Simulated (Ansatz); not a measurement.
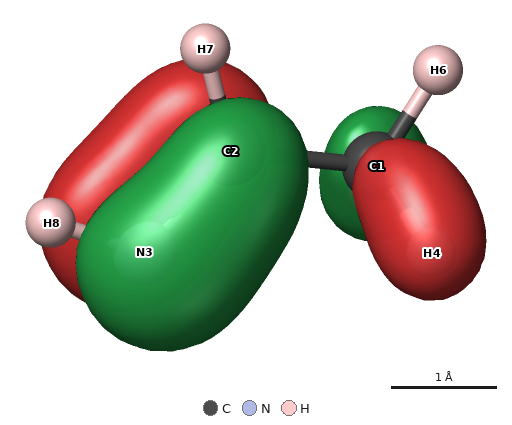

Figure 1: C₂H₅N (SMILES CC=N). The HOMO−1 at ±0.15 Å⁻³ᐟ² (green and red are the two phases), seen at a tilt.

Theory: Ansatz, RKS B3LYP/cc-pVDZ.

```xyz
8

C    -0.4732    0.6069   -0.2709
C     0.6327   -0.1309    0.4459
N     0.7352   -1.3975    0.3634
H    -0.4151    0.4200   -1.3557
H    -1.4568    0.2413    0.0664
H    -0.4210    1.6918   -0.0964
H     1.3316    0.4978    1.0346
H     1.5429   -1.7220    0.9130
```

### Where does this orbital lie, and at what energy?

By Hirshfeld shares it lies mainly on N3 (about 50 %), C2 (about 30 %) and C1 (about 10 %); π-bonding across N3–C2. Its energy is −8.28 eV.
